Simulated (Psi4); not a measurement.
Two rigid molecules brought together: H2O ··· HBr (SMILES O and Br). Monomers: optimised at B3LYP-D3(BJ) (def2-TZVP), held rigid. Orientation: lowest of the rigid-body minima from ten starts at GFN2-xTB. The monomers approach along the line of their centres of mass (distance R); nothing else relaxes.

Calculation: SAPT0/jun-cc-pVDZ, frozen core (Psi4).

Components in kcal/mol:

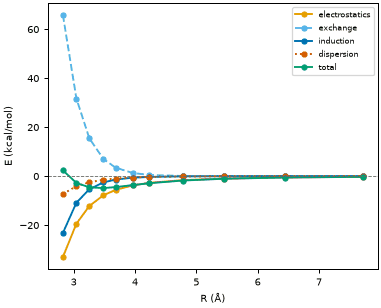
Fig. 1. Components of the interaction energy.

```json
[
 {"R / Å": "2.83", "electrostatics": "-33.01", "exchange": "65.83", "induction": "-23.19", "dispersion": "-7.27", "total": "2.36"},
 {"R / Å": "3.05", "electrostatics": "-19.42", "exchange": "31.67", "induction": "-10.85", "dispersion": "-4.16", "total": "-2.76"},
 {"R / Å": "3.26", "electrostatics": "-12.20", "exchange": "15.52", "induction": "-5.36", "dispersion": "-2.51", "total": "-4.55"},
 {"R / Å": "3.49", "electrostatics": "-7.81", "exchange": "7.00", "induction": "-2.55", "dispersion": "-1.49", "total": "-4.86"},
 {"R / Å": "3.69", "electrostatics": "-5.59", "exchange": "3.47", "induction": "-1.38", "dispersion": "-0.97", "total": "-4.48"},
 {"R / Å": "3.97", "electrostatics": "-3.76", "exchange": "1.29", "induction": "-0.62", "dispersion": "-0.55", "total": "-3.65"},
 {"R / Å": "4.24", "electrostatics": "-2.73", "exchange": "0.49", "induction": "-0.31", "dispersion": "-0.33", "total": "-2.88"},
 {"R / Å": "4.78", "electrostatics": "-1.64", "exchange": "0.07", "induction": "-0.10", "dispersion": "-0.13", "total": "-1.80"},
 {"R / Å": "5.45", "electrostatics": "-0.98", "exchange": "0.01", "induction": "-0.03", "dispersion": "-0.05", "total": "-1.06"},
 {"R / Å": "6.45", "electrostatics": "-0.53", "exchange": "0.00", "induction": "-0.01", "dispersion": "-0.02", "total": "-0.55"},
 {"R / Å": "7.72", "electrostatics": "-0.27", "exchange": "0.00", "induction": "0.00", "dispersion": "0.00", "total": "-0.28"}
]
```
